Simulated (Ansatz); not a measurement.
# HfCdO3 in P4/mbm, a phase reached by a soft mode: following an unstable mode, part 2 of 3

Aim: this structure of HfCdO3 in P4/mbm, a phase reached by a soft mode is to be tested for unstable modes, and one is followed downhill.

Ansatz 0.2.0; DFT PBEsol, scalar-relativistic, plane waves, PAW; PAW set soft_1.

So far. Step 4 (The mode frozen in, largest atomic shift 0.32 Å): The run ends at a pressure of -0.91 GPa, with forces up to 0.36 eV/Å.

The structure was built from a prototype and need not be the compound's stable phase.

## Step 5: Energy along the mode, all amplitudes (two of the runs are shown above)

An imaginary frequency means negative curvature, so the energy should fall and then rise again as anharmonic terms take over.

Numbers from this step:

```yaml
depth_at_the_lowest_point_sampled: 6.019 meV/atom
largest_atomic_shift_at_that_point: 0.32 Å
```

Energy from the parent against largest atomic shift:

| largest atomic shift (Å) | energy from the parent (meV/atom) |
| --- | --- |
| 0.000 | 0 |
| 0.040 | -0.241 |
| 0.080 | -0.932 |
| 0.140 | -2.59 |
| 0.220 | -5.06 |
| 0.320 | -6.02 |
| 0.450 | 3.07 |
| 0.600 | 43.4 |

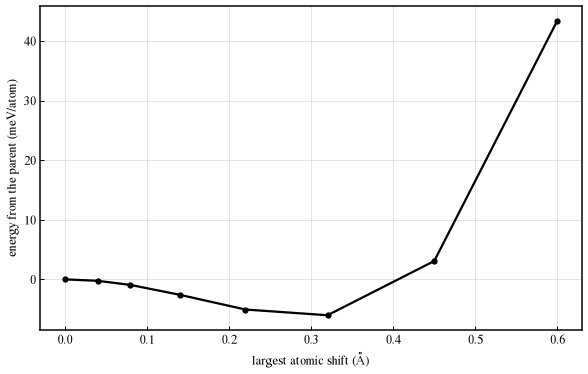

Energy from the parent against largest atomic shift.

Displacement at unit largest shift by atom:

| atom | x (Å) | y (Å) | z (Å) | size |
| --- | --- | --- | --- | --- |
| Cd1 | 0.012 | -0.012 | 0.000 | 0.017 |
| Cd2 | 0.151 | -0.151 | 0.000 | 0.214 |
| Hf3 | 0.005 | -0.019 | 0.000 | 0.020 |
| Hf4 | 0.019 | -0.005 | 0.000 | 0.020 |
| O5 | -0.150 | 0.150 | 0.000 | 0.212 |
| O6 | -0.150 | 0.150 | 0.000 | 0.212 |
| O7 | 0.059 | -0.059 | 0.000 | 0.083 |
| O8 | 0.059 | -0.059 | 0.000 | 0.083 |
| O9 | -0.273 | 0.962 | 0.000 | 1.000 |
| O10 | -0.962 | 0.273 | 0.000 | 1.000 |

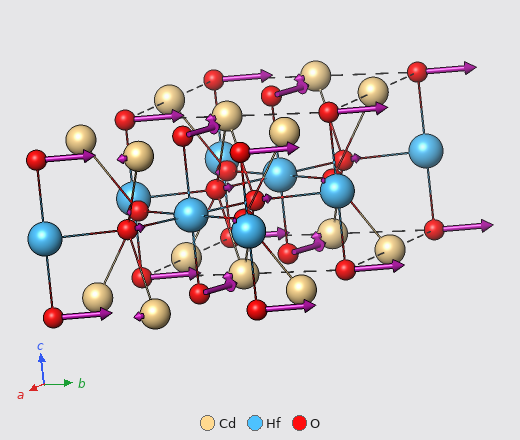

Displacement at unit largest shift as arrows, the longest 1.000 Å. 2×1×1 cells are drawn. Some periodic images of atoms are drawn too.

The lowest of the steps tried is at 0.32 Å, 6.02 meV/atom below the parent; the bottom of the well need not coincide with a step.

## Step 6: Relaxing from the distorted cell

Starting from the lowest point found, all atoms and the cell are let go, so that strain and other modes of the same symmetry can join in.

input.yaml reads:

```yaml
crystal:
  lattice:
    - [5.6083914436, 0.0, 0.0]
    - [0.0, 5.6083914436, 0.0]
    - [0.0, 0.0, 4.0265195377]
  atoms:
    - { symbol: Cd, position: [0.5006953221, -0.0006953221, 0.0] }
    - { symbol: Cd, position: [0.0086291952, 0.4913708048, 0.0] }
    - { symbol: Hf, position: [0.0002752595, -0.0010909297, 0.5] }
    - { symbol: Hf, position: [0.5010909297, 0.4997247405, 0.5] }
    - { symbol: O, position: [0.1592844915, 0.6763695249, 0.5] }
    - { symbol: O, position: [0.8236304751, 0.3407155085, 0.5] }
    - { symbol: O, position: [0.3355623786, 0.1644376214, 0.5] }
    - { symbol: O, position: [0.671216395, 0.828783605, 0.5] }
    - { symbol: O, position: [-0.0155562723, 0.0548957605, 0.0] }
    - { symbol: O, position: [0.4451042395, 0.5155562723, 0.0] }
kpoints:
  mp_grid: { grid: [4, 4, 6] }
hamiltonian:
  xc: pbesol
  pseudopotentials: { kind: paw, azcp: { folder: soft_1 }, xc_functional: pbe }
scf:
  occupations: { method: fixed }
output:
  forces: true
  stress: true
  eigenvalues: true
relax:
  adjacent_minimum: "off"
  f_tol: 0.002
  max_steps: 120
  cell: { stress_tol: 0.03 }
```

On the command line:

```bash
ansatz run input.yaml --threads 4 --pin off --max-ram 16384MiB --backend cpu --events-out ev --progress --plain --runs-dir out
```

Numbers of over 12 decimals in the logs are rounded to 6 here.

The program printed:

```text
[...]
Crystal: 10 atoms, lattice volume = 126.650 Å³
Basis set: ecut = 420 eV, 2481 PW (Γ), exchange–correlation on 80×80×54 points (8 copies of the dense FFT grid, shifted against one another)
Bands: 77, of which v1, the nominal top of the filled ones, is band 64 counted from 1 (63 counted from 0)
Symmetry: 4 space group operations
[...]
k-points: 28 of 96 (time reversal used)
[...]
SCF iter   1: F=—  HF=-50942.958961 eV  |F-HF|=—  |Δ(HF+E_count)|=         —  Δρ=9.48e-2  dr2=1.02e1  ethr=3.10e-3  ⟨swp⟩=4.0  Hψ=5999  notcnv=0  defer=184
[...]
SCF iter  11: F=-50939.867316 eV  HF=-50939.867316 eV  |F-HF|=1.22e-8  |Δ(HF+E_count)|=   4.24e-7  Δρ=5.55e-6  dr2=4.31e-8  ethr=7.81e-11  ⟨swp⟩=10.2  Hψ=11304  notcnv=0
SCF 1 converged in 11 iterations: F = -50939.867316 eV  dr2 = 4.31e-8
[...]
relax step   1: F+E_penalty+E_count = -50939.86731562 eV  Δ(F+E_penalty+E_count) = +0.000e0 eV  max|allowed force component| = 2.582e-1 eV/Å  Δτ_max = 0.0000 Å  P = -0.915 GPa  Ω = 126.650 Å³  (11 SCF iters, dr2 threshold 1.00e-7 eV, accepted)
Crystal: 10 atoms, lattice volume = 126.806 Å³
Basis set: ecut = 420 eV, 2469 PW (Γ), exchange–correlation on 80×80×54 points (8 copies of the dense FFT grid, shifted against one another)
[...]
iter 1 solved again at ethr=6.37e-5 eV; its pass at ethr=3.10e-3 eV (dr2=8.15e-2 eV) is discarded
[...]
SCF iter   7: F=-50939.912421 eV  HF=-50939.912421 eV  |F-HF|=8.57e-7  |Δ(HF+E_count)|=   8.99e-8  Δρ=2.05e-5  dr2=6.46e-7  ethr=7.81e-10  ⟨swp⟩=12.9  Hψ=12990  notcnv=0
SCF 2 converged in 7 iterations: F = -50939.912421 eV  dr2 = 6.46e-7
relax step   2: F+E_penalty+E_count = -50939.91242061 eV  Δ(F+E_penalty+E_count) = -4.510e-2 eV  max|allowed force component| = 1.687e-1 eV/Å  Δτ_max = 0.1034 Å  P = +0.092 GPa  Ω = 126.806 Å³  energy of the carried Pulay correction = -4.077e-4 eV  (7 SCF iters, dr2 threshold 1.00e-6 eV, accepted)
Crystal: 10 atoms, lattice volume = 126.725 Å³
[...]
SCF iter   6: F=-50939.919674 eV  HF=-50939.919675 eV  |F-HF|=2.84e-7  |Δ(HF+E_count)|=   9.07e-8  Δρ=1.97e-5  dr2=4.59e-7  ethr=7.81e-10  ⟨swp⟩=11.7  Hψ=11888  notcnv=0
SCF 3 converged in 6 iterations: F = -50939.919674 eV  dr2 = 4.59e-7
relax step   3: F+E_penalty+E_count = -50939.91967442 eV  Δ(F+E_penalty+E_count) = -7.254e-3 eV  max|allowed force component| = 1.014e-1 eV/Å  Δτ_max = 0.0160 Å  P = +0.079 GPa  Ω = 126.725 Å³  energy of the carried Pulay correction = -1.950e-4 eV  (6 SCF iters, dr2 threshold 1.00e-6 eV, accepted)
[... from here on, the SCF cycles and remarks between the steps are left out ...]
relax step   4: F+E_penalty+E_count = -50939.92157054 eV  Δ(F+E_penalty+E_count) = -1.896e-3 eV  max|allowed force component| = 9.797e-2 eV/Å  Δτ_max = 0.0071 Å  P = -0.039 GPa  Ω = 126.773 Å³  energy of the carried Pulay correction = -3.204e-4 eV  (6 SCF iters, dr2 threshold 6.43e-7 eV, accepted)
relax step   5: F+E_penalty+E_count = -50939.92310194 eV  Δ(F+E_penalty+E_count) = -1.531e-3 eV  max|allowed force component| = 7.046e-2 eV/Å  Δτ_max = 0.0089 Å  P = -0.042 GPa  Ω = 126.800 Å³  energy of the carried Pulay correction = -3.902e-4 eV  (5 SCF iters, dr2 threshold 6.00e-7 eV, accepted)
relax step   6: F+E_penalty+E_count = -50939.92386269 eV  Δ(F+E_penalty+E_count) = -7.608e-4 eV  max|allowed force component| = 2.167e-2 eV/Å  Δτ_max = 0.0065 Å  P = -0.039 GPa  Ω = 126.842 Å³  energy of the carried Pulay correction = -5.022e-4 eV  (5 SCF iters, dr2 threshold 3.10e-7 eV, accepted)
relax step   7: F+E_penalty+E_count = -50939.92389223 eV  Δ(F+E_penalty+E_count) = -2.954e-5 eV  max|allowed force component| = 1.804e-2 eV/Å  Δτ_max = 0.0041 Å  P = -0.052 GPa  Ω = 126.858 Å³  energy of the carried Pulay correction = -5.421e-4 eV  (5 SCF iters, dr2 threshold 2.93e-8 eV, accepted)
relax step   8: F+E_penalty+E_count = -50939.92464564 eV  Δ(F+E_penalty+E_count) = -7.534e-4 eV  max|allowed force component| = 2.836e-2 eV/Å  Δτ_max = 0.0540 Å  P = +0.172 GPa  Ω = 126.788 Å³  energy of the carried Pulay correction = -3.606e-4 eV  (8 SCF iters, dr2 threshold 2.03e-8 eV, accepted)
relax step   9: F+E_penalty+E_count = -50939.90507161 eV  Δ(F+E_penalty+E_count) = +1.957e-2 eV  max|allowed force component| = 1.392e-1 eV/Å  Δτ_max = 0.1954 Å  P = +0.606 GPa  Ω = 127.017 Å³  energy of the carried Pulay correction = -9.574e-4 eV  (9 SCF iters, dr2 threshold 1.27e-7 eV, rejected (line search))
relax step  10: F+E_penalty+E_count = -50939.92572264 eV  Δ(F+E_penalty+E_count) = -1.077e-3 eV  max|allowed force component| = 2.189e-2 eV/Å  Δτ_max = 0.0507 Å  P = +0.079 GPa  Ω = 126.940 Å³  energy of the carried Pulay correction = -7.565e-4 eV  (13 SCF iters, accepted)
relax step  11: F+E_penalty+E_count = -50939.92481470 eV  Δ(F+E_penalty+E_count) = +9.079e-4 eV  max|allowed force component| = 6.291e-2 eV/Å  Δτ_max = 0.0975 Å  P = -0.046 GPa  Ω = 127.215 Å³  energy of the carried Pulay correction = -1.474e-3 eV  (8 SCF iters, dr2 threshold 7.47e-8 eV, rejected (line search))
relax step  12: F+E_penalty+E_count = -50939.92622567 eV  Δ(F+E_penalty+E_count) = -5.030e-4 eV  max|allowed force component| = 1.867e-2 eV/Å  Δτ_max = 0.0227 Å  P = -0.018 GPa  Ω = 127.035 Å³  energy of the carried Pulay correction = -1.006e-3 eV  (13 SCF iters, accepted)
relax step  13: F+E_penalty+E_count = -50939.92642860 eV  Δ(F+E_penalty+E_count) = -2.029e-4 eV  max|allowed force component| = 2.401e-2 eV/Å  Δτ_max = 0.0480 Å  P = +0.042 GPa  Ω = 127.112 Å³  energy of the carried Pulay correction = -1.205e-3 eV  (8 SCF iters, dr2 threshold 2.18e-8 eV, accepted)
relax step  14: F+E_penalty+E_count = -50939.92659573 eV  Δ(F+E_penalty+E_count) = -1.671e-4 eV  max|allowed force component| = 2.579e-3 eV/Å  Δτ_max = 0.0080 Å  P = -0.016 GPa  Ω = 127.132 Å³  energy of the carried Pulay correction = -1.259e-3 eV  (6 SCF iters, dr2 threshold 3.60e-8 eV, accepted)
relax step  15: F+E_penalty+E_count = -50939.92664411 eV  Δ(F+E_penalty+E_count) = -4.838e-5 eV  max|allowed force component| = 7.922e-4 eV/Å  Δτ_max = 0.0018 Å  P = -0.001 GPa  Ω = 127.116 Å³  energy of the carried Pulay correction = -1.218e-3 eV  (6 SCF iters, dr2 threshold 4.01e-9 eV, accepted)
relax step  16: F+E_penalty+E_count = -50939.92892791 eV  Δ(F+E_penalty+E_count) = -2.284e-3 eV  max|allowed force component| = 1.985e-3 eV/Å  Δτ_max = 0.0000 Å  P = +0.030 GPa  Ω = 127.116 Å³  stress off target by 1.03e-1 GPa  SCF on the basis re-selected at this cell (its energy is not comparable with the rows above)  (7 SCF iters)
relax step  17: F+E_penalty+E_count = -50939.92891091 eV  Δ(F+E_penalty+E_count) = +1.700e-5 eV  max|allowed force component| = 2.986e-3 eV/Å  Δτ_max = 0.0018 Å  P = +0.017 GPa  Ω = 127.134 Å³  energy of the carried Pulay correction = -6.251e-5 eV  (5 SCF iters, dr2 threshold 2.65e-8 eV, accepted)
relax step  18: F+E_penalty+E_count = -50939.92886069 eV  Δ(F+E_penalty+E_count) = +5.022e-5 eV  max|allowed force component| = 7.127e-4 eV/Å  Δτ_max = 0.0006 Å  P = -0.006 GPa  Ω = 127.154 Å³  energy of the carried Pulay correction = -1.169e-4 eV  (7 SCF iters, dr2 threshold 5.57e-10 eV, accepted)
[...]
SCF iter   1: F=—  HF=-50939.928734 eV  |F-HF|=—  |Δ(HF+E_count)|=         —  Δρ=3.65e-5  dr2=4.24e-8  ethr=1.21e-7  ⟨swp⟩=3.0  Hψ=12062  notcnv=0  defer=305
eigensolver tolerance schedule: the retry pair's looser diagonalisation over-reported the residual by 3647.11 of it (diagonalisation noise at 0.17 of the residual, at the tolerance the schedule requests for it); recorded, not acted on — ethr = c·dr2/N_el stays at c = 1.0e-1
[...]
SCF iter   2: F=—  HF=-50939.928967 eV  |F-HF|=—  |Δ(HF+E_count)|=   2.33e-4  Δρ=1.86e-5  dr2=1.19e-8  ethr=3.31e-11  ⟨swp⟩=3.0  Hψ=5338  notcnv=0  defer=182
[...]
SCF iter   5: F=-50939.928968 eV  HF=-50939.928968 eV  |F-HF|=7.28e-12  |Δ(HF+E_count)|=  3.35e-10  Δρ=1.81e-7  dr2=1.30e-11  ethr=1.00e-12  ⟨swp⟩=11.0  Hψ=9767  notcnv=0
SCF 19 converged in 5 iterations: F = -50939.928968 eV  dr2 = 1.30e-11
relax step  19: F+E_penalty+E_count = -50939.92896849 eV  Δ(F+E_penalty+E_count) = -1.078e-4 eV  max|allowed force component| = 6.294e-4 eV/Å  Δτ_max = 0.0000 Å  P = -0.005 GPa  Ω = 127.154 Å³  stress off target by 1.51e-2 GPa  SCF on the basis re-selected at this cell (its energy is not comparable with the rows above)  (5 SCF iters)
[...]
SCF converged after 5 iterations
Free energy (F): -50939.928968 eV
[...]
Internal energy: -50939.928968 eV  (E = F + TS)
E sigma→0 (E₀):  -50939.928968 eV
Fermi energy:    11.750218 eV
[...]
--- Forces (eV/Å), atoms counted from 1 ---
  atom   1  Cd    -0.00000317     0.00000317    -0.00000000
  atom   2  Cd    -0.00046315     0.00046315     0.00000000
  atom   3  Hf    -0.00033683    -0.00062972     0.00000000
  atom   4  Hf     0.00062972     0.00033683    -0.00000000
  atom   5  O     -0.00034710     0.00016880     0.00000000
  atom   6  O     -0.00016880     0.00034710    -0.00000000
  atom   7  O      0.00019774    -0.00019774    -0.00000000
  atom   8  O      0.00012917    -0.00012917     0.00000000
  atom   9  O      0.00000084    -0.00036453     0.00000000
  atom  10  O      0.00036453    -0.00000084     0.00000000
  max |Σ_I F_I| component: 2.94e-6 eV/Å
--- Stress (GPa, compression-positive) ---
       -0.000546      -0.002909       0.000000
       -0.002909      -0.000546       0.000000
        0.000000       0.000000      -0.015124
  P = ⅓ Tr σ = -0.0054 GPa (-0.054 kbar)
--- Band table (eV; the first three rows and the last of 28) ---
  k-point 0: bands = [... 60 lower, 10.9498, 11.1137, 11.4938, 11.5247, 12.9905, 15.7692, 16.2799, 16.6654, ... 9 higher]
  k-point 1: bands = [... 60 lower, 10.9606, 11.1028, 11.5997, 11.6109, 13.7911, 15.6613, 16.5363, 16.8595, ... 9 higher]
  k-point 2: bands = [... 60 lower, 11.2059, 11.4171, 11.6771, 11.7502, 15.2362, 15.4705, 16.7054, 17.4411, ... 9 higher]
  k-point 27: bands = [... 60 lower, 10.6521, 10.8059, 11.2475, 11.4668, 16.2944, 16.6181, 17.5385, 17.6050, ... 9 higher]
--- Relaxed structure (17 steps of the walk, 15 accepted, 2 SCFs on fresh bases) ---
  F+E_penalty+E_count = -50939.92896849 eV   max|allowed force component| = 6.294e-4 eV/Å   (the final SCF, on the basis selected at the relaxed cell)
  cell:  # Å, volume = 127.1535 Å³
    - [5.658988, -0.013567, 0.0]
    - [-0.013567, 5.658988, 0.0]
    - [0.0, 0.0, 3.970575]
  atoms:
    - { symbol: Cd, position: [0.479475, 0.020525, 0.0] }
    - { symbol: Cd, position: [0.026670, 0.473330, 0.0] }
    - { symbol: Hf, position: [-0.00581403, -0.00343755, 0.500000] }
    - { symbol: Hf, position: [0.503438, 0.505814, 0.500000] }
    - { symbol: O, position: [0.161324, 0.680649, 0.500000] }
    - { symbol: O, position: [0.819351, 0.338676, 0.500000] }
    - { symbol: O, position: [0.330003, 0.169997, 0.500000] }
    - { symbol: O, position: [0.666418, 0.833582, 0.500000] }
    - { symbol: O, position: [0.00539698, 0.056330, 0.0] }
    - { symbol: O, position: [0.443670, 0.494603, 0.0] }
```

The job ended after 2.9 min (4 threads of Arm Neoverse V1, shared host; peak memory 0.7 GiB).

Relaxation path:

| step | energy less that of the first step (eV) | largest force component (eV/Å) | pressure (GPa) | volume (Å³) |
| --- | --- | --- | --- | --- |
| 1 | 0.0000 | 0.2582 | -0.91 | 126.65 |
| 2 | -0.0451 | 0.1687 | 0.09 | 126.81 |
| 3 | -0.0524 | 0.1014 | 0.08 | 126.72 |
| 4 | -0.0543 | 0.0980 | -0.04 | 126.77 |
| 5 | -0.0558 | 0.0705 | -0.04 | 126.80 |
| 6 | -0.0565 | 0.0217 | -0.04 | 126.84 |
| 7 | -0.0566 | 0.0180 | -0.05 | 126.86 |
| 8 | -0.0573 | 0.0284 | 0.17 | 126.79 |
| 9 | -0.0378 | 0.1392 | 0.61 | 127.02 |
| 10 | -0.0584 | 0.0219 | 0.08 | 126.94 |
| 11 | -0.0575 | 0.0629 | -0.05 | 127.21 |
| 12 | -0.0589 | 0.0187 | -0.02 | 127.04 |
| 13 | -0.0591 | 0.0240 | 0.04 | 127.11 |
| 14 | -0.0593 | 0.0026 | -0.02 | 127.13 |
| 15 | -0.0593 | 0.0008 | 0.00 | 127.12 |
| 16* | -0.0616 | 0.0020 | 0.03 | 127.12 |
| 17 | -0.0616 | 0.0030 | 0.02 | 127.13 |
| 18 | -0.0615 | 0.0007 | -0.01 | 127.15 |
| 19* | -0.0617 | 0.0006 | -0.01 | 127.15 |

Relaxation steps marked * repeat the geometry before them on a plane-wave basis chosen anew for their cell, so energy and pressure can jump there. Relaxation steps 9, 11 were tried and not accepted.

The run keeps the 4 symmetry operations that it works with, so distortions that break them were not tested.

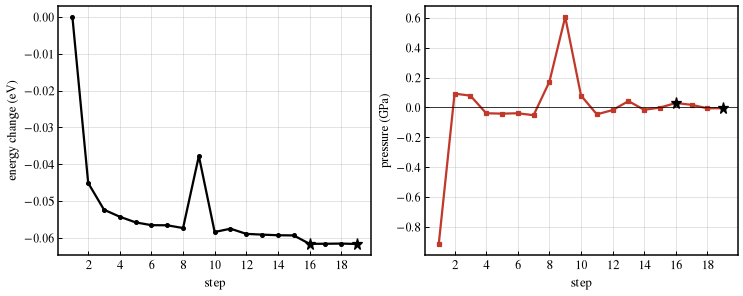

Energy and pressure along the relaxation. Stars mark steps on a basis chosen anew.

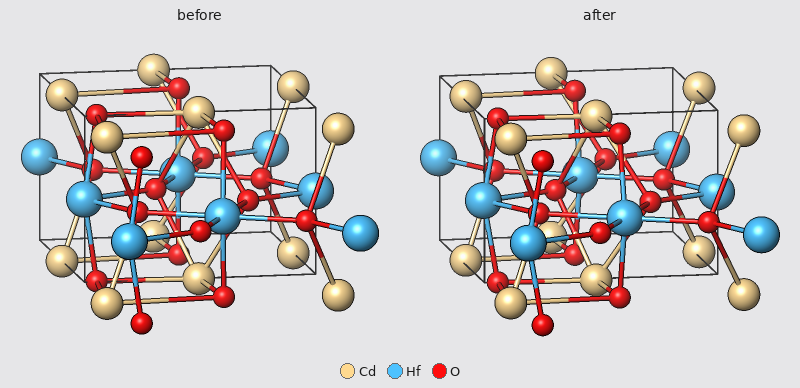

Before and after, at one scale.

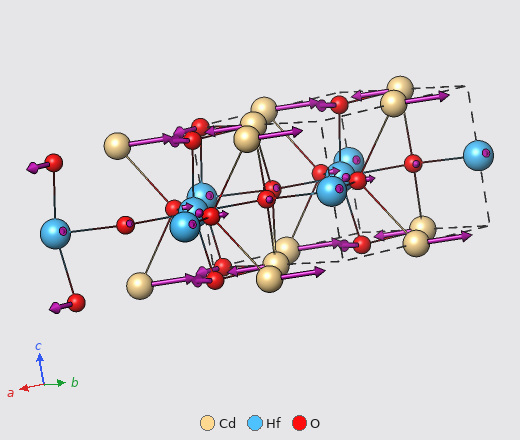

Displacements in the relaxation, exaggerated, measured against the changing cell; the longest in the cell stands for 0.17 Å. 2×1×1 cells are drawn. Some periodic images of atoms are drawn too.

| conventional cell, symmetrised | before | after | change |
| --- | --- | --- | --- |
| a (Å) | 4.027 | 3.971 | -1.4 % |
| b (Å) | 7.931 | 7.984 | +0.7 % |
| c (Å) | 7.931 | 8.022 | +1.1 % |
| volume (Å³/atom) | 12.67 | 12.72 | +0.4 % |

The atoms that moved most (Å, as changes of fractional coordinates times the final cell):

| atom | dx | dy | dz | length |
| --- | --- | --- | --- | --- |
| Cd1 | -0.120 | 0.120 | 0.000 | 0.170 |
| Cd2 | 0.102 | -0.102 | 0.000 | 0.145 |
| O10 | -0.008 | -0.119 | 0.000 | 0.119 |
| O9 | 0.119 | 0.008 | 0.000 | 0.119 |
| O7 | -0.032 | 0.032 | 0.000 | 0.045 |
| O8 | -0.027 | 0.027 | 0.000 | 0.038 |
| Hf3 | -0.034 | -0.013 | 0.000 | 0.037 |
| Hf4 | 0.013 | 0.034 | 0.000 | 0.037 |

Final coordinates:

```cif
data_structure
_symmetry_space_group_name_H-M 'P 1'
_symmetry_Int_Tables_number 1
_cell_length_a 5.6590
_cell_length_b 5.6590
_cell_length_c 3.9706
_cell_angle_alpha 90.000
_cell_angle_beta 90.000
_cell_angle_gamma 90.275
_cell_volume 127.15
loop_
_atom_site_label
_atom_site_type_symbol
_atom_site_fract_x
_atom_site_fract_y
_atom_site_fract_z
_atom_site_occupancy
Cd1 Cd 0.47947 0.02053 0.00000 1
Cd2 Cd 0.02667 0.47333 0.00000 1
Hf3 Hf 0.99419 0.99656 0.50000 1
Hf4 Hf 0.50344 0.50581 0.50000 1
O5 O 0.16132 0.68065 0.50000 1
O6 O 0.81935 0.33868 0.50000 1
O7 O 0.33000 0.17000 0.50000 1
O8 O 0.66642 0.83358 0.50000 1
O9 O 0.00540 0.05633 0.00000 1
O10 O 0.44367 0.49460 0.00000 1
```

This step gave:

- pressure: -0.005405 GPa
- gap on the k-mesh: 1.240 eV
- volume per atom: 12.72 Å³

The distorted start has space group Amm2; the relaxation ends in Amm2.

## Step 7: The new phase in its own primitive cell

The relaxed structure is symmetrised, reduced to its primitive cell and relaxed tightly, as its phonons need.

input.yaml reads:

```yaml
crystal:
  lattice:
    - [3.9705746667, 0.0, 0.0]
    - [0.0, 3.9919156533, 4.0111018194]
    - [0.0, -3.9919156533, 4.0111018194]
  atoms:
    - { symbol: Cd, position: [0.0, 0.9794745251, 0.9794745251] }
    - { symbol: Cd, position: [0.0, 0.5266703333, 0.5266703333] }
    - { symbol: Hf, position: [0.5, 0.4941859694, 0.0034375534] }
    - { symbol: Hf, position: [0.5, 0.0034375534, 0.4941859694] }
    - { symbol: O, position: [0.5, 0.6613243315, 0.3193512787] }
    - { symbol: O, position: [0.5, 0.3193512787, 0.6613243315] }
    - { symbol: O, position: [0.5, 0.83000342, 0.83000342] }
    - { symbol: O, position: [0.5, 0.1664178852, 0.1664178852] }
    - { symbol: O, position: [0.0, 0.5053969793, 0.9436701381] }
    - { symbol: O, position: [0.0, 0.9436701381, 0.5053969793] }
kpoints:
  mp_grid: { grid: [6, 4, 4] }
hamiltonian:
  xc: pbesol
  pseudopotentials: { kind: paw, azcp: { folder: soft_1 }, xc_functional: pbe }
scf:
  occupations: { method: fixed }
output:
  forces: true
  stress: true
  eigenvalues: true
relax:
  adjacent_minimum: "off"
  f_tol: 0.001
  max_steps: 60
  cell: { stress_tol: 0.01 }
```

The program printed:

```text
[...]
Crystal: 10 atoms, lattice volume = 127.154 Å³
Basis set: ecut = 420 eV, 2481 PW (Γ), exchange–correlation on 54×80×80 points (8 copies of the dense FFT grid, shifted against one another)
Bands: 77, of which v1, the nominal top of the filled ones, is band 64 counted from 1 (63 counted from 0)
Symmetry: 4 space group operations
[...]
k-points: 28 of 96 (time reversal used)
[...]
- { symbol: Hf, position: [0.5, 0.494185, 0.0034431] }
    - { symbol: Hf, position: [0.5, 0.0034431, 0.494185] }
    - { symbol: O, position: [0.5, 0.661328, 0.319348] }
    - { symbol: O, position: [0.5, 0.319348, 0.661328] }
    - { symbol: O, position: [0.5, 0.830008, 0.830008] }
    - { symbol: O, position: [0.5, 0.166419, 0.166419] }
    - { symbol: O, position: [0.0, 0.505399, 0.943667] }
    - { symbol: O, position: [0.0, 0.943667, 0.505399] }
[key lines of the parts left out:]
SCF converged after 7 iterations
Free energy (F): -50939.929002 eV
Fermi energy:    11.750696 eV
P = ⅓ Tr σ = 0.0002 GPa (0.002 kbar)
```

Wall time 29 s (4 threads); peak memory 0.64 GiB; 1.9 min of CPU time.

Little changed from the start: no atom moved by 0.005 Å and no cell edge by 0.1 %.

Numbers from this step:

```
pressure           : 2.31e-4 GPa
volume per atom    : 12.71 Å³
direct gap on mesh : 1.466 eV
```

The largest force component left is 0.40 meV/Å and the pressure is 0.000 GPa, within the tolerances set. The cell now holds 12.71 Å³/atom.

(Part 2 of 3 ends here.)

[Logs are printed without paths, hosts, clocks, repeated set-up lines and the standing remarks that a program may print on its own settings, such as how far it seeks lower states.]

[Hosts, paths, dates, database ids (printed as entryN), source tags and the programs' standing remarks are cut or masked in the printed files.]
